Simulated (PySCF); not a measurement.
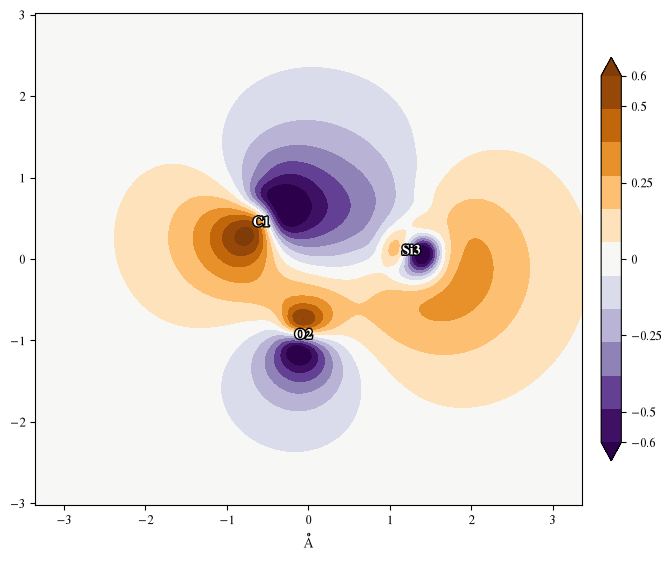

*CH2OSi (SMILES C1O[Si]1). The HOMO on the plane of atoms O2, C1 and Si3 (values in Å⁻³ᐟ²; the overall sign is arbitrary).*

Geometry: B3LYP/6-31G*.

These are results of Gaussian-basis quantum chemistry of an isolated molecule with PySCF, energy and nuclear gradient, functional PBE0 (PySCF), not measurements.

Input

```
import pyscf.grad
from pyscf import gto, dft

system = gto.M(
    atom='''
C       -0.273473       0.473536       0.139369
O        1.062642       0.186352      -0.421908
Si      -0.069077      -0.404174      -1.513051
H       -0.456730      -0.064648       1.070373
H       -0.470231       1.543876       0.214325
''',
    basis='def2-tzvpd',
    charge=0,
    verbose=3,
    max_memory=3720,
)

ks = dft.RKS(system, xc='pbe0')
ks = ks.density_fit(auxbasis='def2-universal-jkfit')
ks.conv_tol = 1e-09
ks.max_cycle = 100
ks.grids.level = 3
ks.kernel()
if not ks.converged:
    ks = ks.newton().run(ks.mo_coeff, ks.mo_occ)

energy = ks.e_tot
print('E(%s) = %.9f' % ('PBE0', energy))
grad = ks.Gradients().kernel()
ks.analyze()
```

Launched as:

```sh
OMP_NUM_THREADS=2 python run.py
```

Question: What is the character of this orbital?

Answer: Its weight (Hirshfeld) is mainly on Si3 (about 45 %), C1 (about 35 %) and O2 (about 15 %). Its energy is −7.02 eV.
